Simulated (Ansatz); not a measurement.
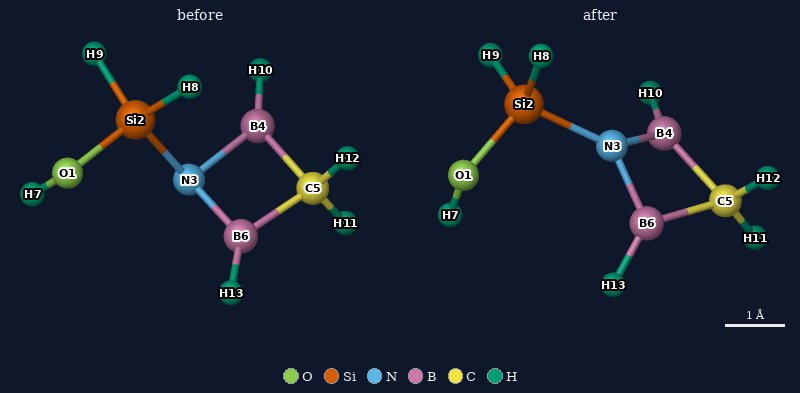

The structure of CH7B2NOSi (coarse preliminary run) before (left) and after (right) a relaxation, at one scale.

Style: ball-and-stick. Shown at a tilt.

The start comes from a force field.

Computed with RKS PBE-D4/def2-SVP (Ansatz). Set-up: force threshold 0.03 eV/Å; at most 200 steps.

What changed between the two?

Answer. The energy falls by 2.442 eV in 15 accepted moves (17 points after the start). Largest force component: 6.5 eV/Å at the start, 0.022 eV/Å at the end. The line search rejected the trial steps at points 8, 10 of the run. The atom that moves furthest after the best rigid fit is H8 (1.07 Å). By element the largest moves are H 1.07 Å, N 1.01 Å, Si 0.37 Å, C 0.37 Å, B 0.30 Å, O 0.09 Å. Among the contacts that change: B4–B6 2.355 → 1.903 Å, N3–B4 1.621 → 1.453 Å, B4–H10 1.132 → 1.217 Å, O1–H7 1.031 → 0.973 Å. Among the angles between lasting bonds that change: Si2–N3–B4 107.9° → 137.2°, Si2–N3–B6 110.2° → 136.1°, B4–C5–B6 94.2° → 73.7°. Groups turn about C5–B6 by about 35°. The run took 31 s on 4 threads of Arm Neoverse V1 (shared host).
